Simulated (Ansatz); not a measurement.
## Run report: SiNH6, single-point calculation

The run: single-point calculation of SiNH6, multiplicity 2. Method and program: UKS PBE0-D4/def2-TZVPP (Ansatz 0.2.0).

The geometry is the reactant side of a reaction. The reaction was set up to form H1–H4 and to break H1–N2 (atoms counted from 1 in the order of the input); sticks are drawn by distance alone. The geometry comes from this level: PBE0-D4/def2-TZVP.

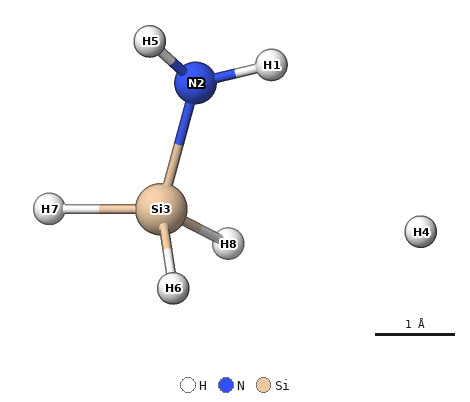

Figure 1. The structure (ball-and-stick view, seen at a tilt; atoms are numbered from 1 in the order of the input). Bond lengths as drawn: H–N 1.01 Å, H–Si 1.49 Å and N–Si 1.72 Å.

Summary

- outcome: converged
- total energy: −9459.0397 eV
- mean-field energy: −9458.9552 eV
- dispersion energy: −0.0845 eV
- ⟨S²⟩: 0.750
- SCF solution under orbital rotations: stable
- HOMO (either spin): −7.42 eV
- LUMO (either spin): −0.25 eV
- hardware: 2 threads of Arm Neoverse V1, 23 GiB of memory available, shared host
- wall time: 3 s (CPU time 5.7 s)
- peak memory: 0.38 GiB

Input file
```yaml
crystal:
  periodic: [false, false, false]
  atoms:
    - {symbol: H, position_ang: [0.945606, -0.693227, 1.105243]}
    - {symbol: N, position_ang: [0.973777, 0.161078, 0.572213]}
    - {symbol: Si, position_ang: [-0.176810, 0.417266, -0.680821]}
    - {symbol: H, position_ang: [-1.478620, -2.297776, 1.090859]}
    - {symbol: H, position_ang: [1.253149, 0.934140, 1.154522]}
    - {symbol: H, position_ang: [-1.583110, 0.661239, -0.238931]}
    - {symbol: H, position_ang: [0.255498, 1.607961, -1.457414]}
    - {symbol: H, position_ang: [-0.189488, -0.790780, -1.545672]}
basis:
  gaussian: {orbitals: def2-TZVPP}
magnetization: {spin_polarized: true, initial_magnetization: 1}
hamiltonian: {xc: pbe0, dispersion: d4}
output: {orbitals: {seedname: orbitals}}
```

Command:
```bash
ansatz run in.yaml --threads 2 --pin off --events-out ev --progress --plain --max-ram 4352MiB
```

Output
```
Functional definition: PBE0
  name "PBE0"
  cite "Adamo & Barone, J. Chem. Phys. 110, 6158 (1999) doi:10.1063/1.478522"
  cite "Perdew, Burke & Ernzerhof, Phys. Rev. Lett. 77, 3865 (1996) doi:10.1103/PhysRevLett.77.3865"
  parent pbe
  parameter a = 0.25
  parameter kappa = 0.804
  parameter beta = 0.06672455060314922
  exchange = (1 - a)*pbe_x(kappa = kappa, mu = beta*pi^2/3) + a*exact_x
  correlation = pbe_c(beta = beta)
800 factors; their error is unknown
mean field evaluation 1: about -9453.0041 eV, gradient 4.0e1 eV
mean field evaluation 2: about -9444.0726 eV, gradient 5.7e1 eV
mean field evaluation 4: about -9458.9308 eV, gradient 8.7e-1 eV
mean field evaluation 8: about -9458.9551 eV, gradient 1.3e-1 eV
mean field evaluation 16: about -9458.9551 eV, gradient 4.6e-5 eV
mean field -9458.95513210 eV, -347.6101895946 hartree, gradient 4.6e-5 eV, S^2 0.750046; 0 other end points of the search recorded, 0 dependent functions left out
reference -9458.95516284 eV, -347.6101907242 hartree; 14, 13 occupied and 143, 144 virtual orbitals, 800 factors
Total energy: -9459.03966673 eV, -347.6132961851 hartree
```

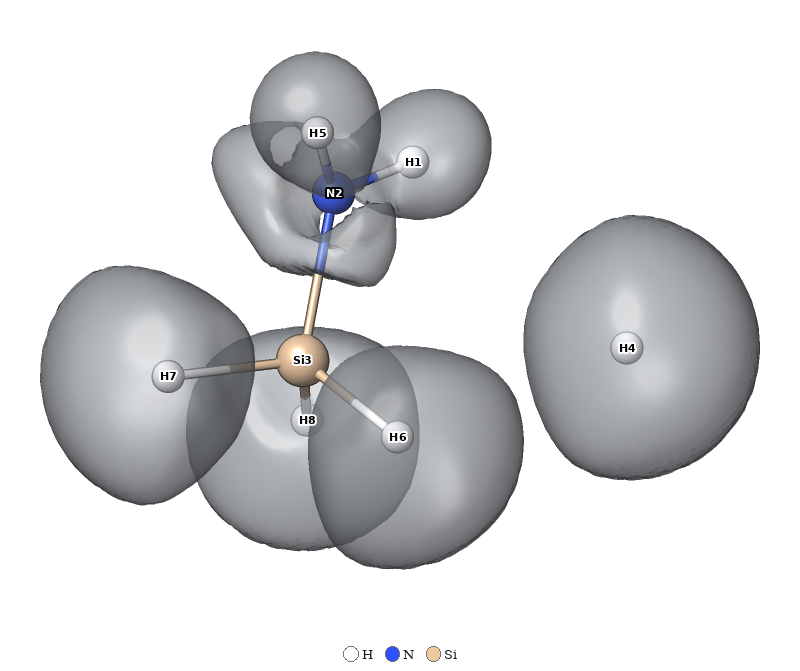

Figure 2. Isosurface of the ELF at 0.8 (grey), seen at a tilt. Core shells and regions of very low density are left out. Profiles from the grid: Si3···H4 (3.49 Å): the ELF is only about 0 between them; a non-bonded, intermolecular contact. Si–N (1.72 Å): the ELF peaks at about 0.90 between the atoms, which marks a polar covalent bond.

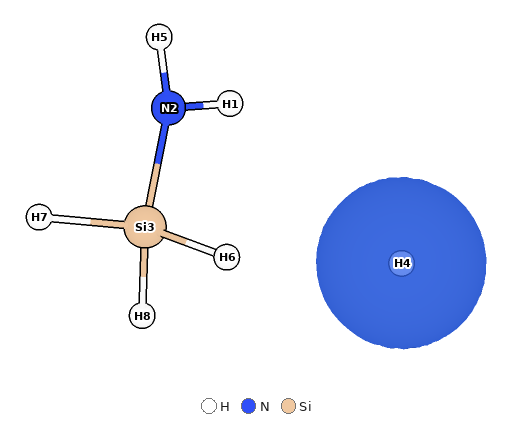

Figure 3. Isosurfaces of the spin density at +0.04 (blue) and −0.04 e/Å³ (red), seen at a tilt. The unpaired spin (1 electron) lies mostly on H4 (about 1.0), in electrons by Hirshfeld's partition. Only one sign reaches the isovalue.

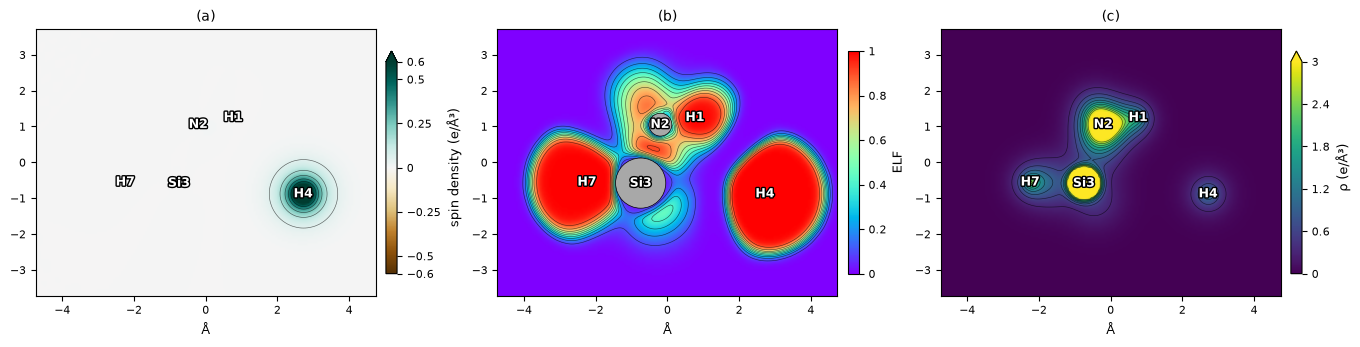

Figure 4. (a) spin density (α minus β); (b) ELF; (c) total electron density on the plane of atoms N2, Si3 and H7. Grey discs, where drawn, cover atomic cores. The section cuts through H, N and Si sites. Si3···H4 (3.49 Å): ρ is about 0.02 e/Å³ halfway, with its minimum of 0.02 e/Å³ about 2.0 Å from Si; the ELF is only about 0 between them (a non-bonded, intermolecular contact). N–H (1.01 Å): ρ is about 2.9 e/Å³ halfway, with its minimum of 2.3 e/Å³ about 0.8 Å from N; the ELF climbs to about 1 towards the hydrogen, as it does in any bond to H (a covalent bond by its length). Si–H (1.49 Å): ρ at the midpoint is about 0.81 e/Å³; the ELF climbs to about 1 towards the hydrogen. The unpaired spin (1 electron) lies mostly on H4 (about 1.0), in electrons by Hirshfeld's partition.

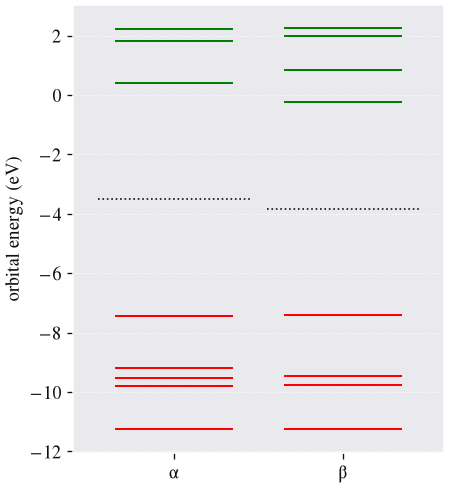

Figure 5. Orbital energies near the frontier for α and β spins; the dotted line parts filled from empty levels, and levels within 0.02 eV of each other stand side by side. α: highest filled −7.42 eV, lowest empty 0.40 eV, 7.82 eV apart; β: highest filled −7.42 eV, lowest empty −0.25 eV, 7.17 eV apart.
